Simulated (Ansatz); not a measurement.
Potential energy curve for Al(Me)2(OSiOH3), SMILES [CH3][Al]([CH3])[O][Si](O)(O)O (C2H9AlO4Si). The Al1–O10 bond (Al1 also carries C, C; O10 carries Si) is pulled apart rigidly from the PBE0/def2-SVP optimised geometry.

```
17

Al     0.0000     0.0000     0.0000
C     -0.0223    -1.7613    -0.8371
H      0.9290    -2.2908    -0.6544
H     -0.1706    -1.7177    -1.9276
H     -0.8168    -2.3958    -0.4100
C      0.0000     1.7246    -0.9078
H     -1.0204     2.1456    -0.9390
H      0.3633     1.6740    -1.9464
H      0.6223     2.4426    -0.3491
O      0.0000     0.0000     1.7267
Si     0.2353     0.9918     2.9985
O      1.4296     2.0410     2.5420
O      0.6075     0.0932     4.3377
O     -1.0729     1.9032     3.4279
H      1.5173     2.8244     3.0923
H      1.0492    -0.7405     4.1534
H     -1.6286     1.5049     4.1039
```

Levels of theory: RKS-PBE = restricted PBE/def2-SVP run with Ansatz (a program for electronic structure); UKS-PBE = unrestricted PBE/def2-SVP run with Ansatz; RKS-PBE0 = restricted PBE0/def2-SVP (Ansatz).

Energies are in kcal/mol, each relative to the lowest point of its own curve near equilibrium.

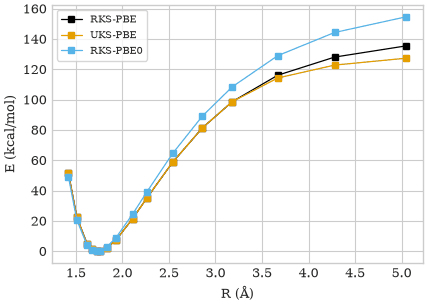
Fig. 1. Energy against bond length for each method.

| R / Å | RKS-PBE | UKS-PBE | RKS-PBE0 |
|---|---|---|---|
| 1.42 | 51.6 | 51.6 | 48.9 |
| 1.51 | 22.4 | 22.4 | 20.5 |
| 1.62 | 5.0 | 5.0 | 4.1 |
| 1.67 | 1.5 | 1.5 | 1.0 |
| 1.73 | 0.0 | 0.0 | 0.0 |
| 1.76 | 0.1 | 0.1 | 0.3 |
| 1.83 | 1.9 | 1.9 | 2.7 |
| 1.93 | 7.3 | 7.3 | 8.9 |
| 2.11 | 21.5 | 21.5 | 24.5 |
| 2.26 | 34.9 | 34.9 | 38.9 |
| 2.54 | 58.7 | 58.7 | 64.5 |
| 2.86 | 81.4 | 81.4 | 89.2 |
| 3.18 | 98.6 | 98.6 | 108.4 |
| 3.67 | 116.1 | 114.3 | 129.0 |
| 4.28 | 128.0 | 122.7 | 144.3 |
| 5.05 | 135.4 | 127.3 | 154.6 |

At the longest distance, 5.05 Å, RKS-PBE0 lies highest above its minimum (154.6 kcal/mol) and UKS-PBE lowest (127.3 kcal/mol).

The restricted form behind RKS-PBE, RKS-PBE0 keeps the bonding electrons paired and can't separate into open-shell fragments. The unrestricted determinant behind UKS-PBE is spin-contaminated at 3.67 to 5.05 Å (<S²> up to 0.7, against 0.00 for a pure singlet).
